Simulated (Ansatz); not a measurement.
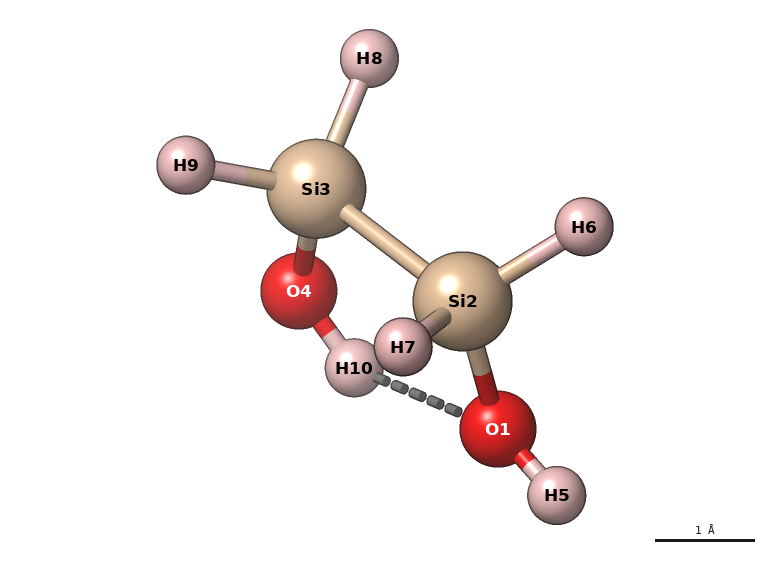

Simulated data, not a measurement (program: Ansatz).

Broken lines mark hydrogen bonds. Geometry: moved along internal coordinates away from the minimum.

Tabulate the hydrogen bonds (donors O, N, F, S, Cl) with their geometry.

| D–H···A | D–H (Å) | H···A (Å) | angle (°) | kind |
| --- | --- | --- | --- | --- |
| O4–H10···O1 | 0.96 | 2.38 | 127 | intramolecular |
